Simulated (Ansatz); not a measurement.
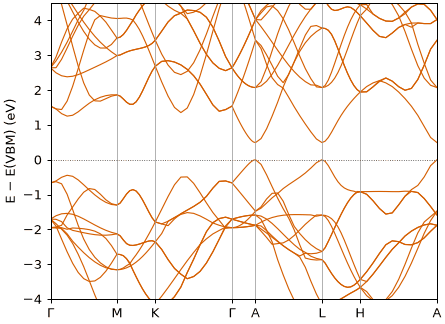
Figure. Band structure from PBE in the plane-wave PAW code Ansatz

Problem. Read off the gap and where the band edges lie.

Solution. About 0.5 eV (0.49 eV by a search for the band edges); maximum at L, minimum at A.

Problem. Which compound is it?
(A) BeTe, zinc blende
(B) PbS, rock salt
(C) Be2C, fluorite or antifluorite type

Solution. B, PbS, rock salt

Space group Fm-3m (rock salt). Symmetry was held in the PBE relaxation. Spin–orbit coupling is left out wherever it is not named.

Potentials: the later of the program's two PAW sets.
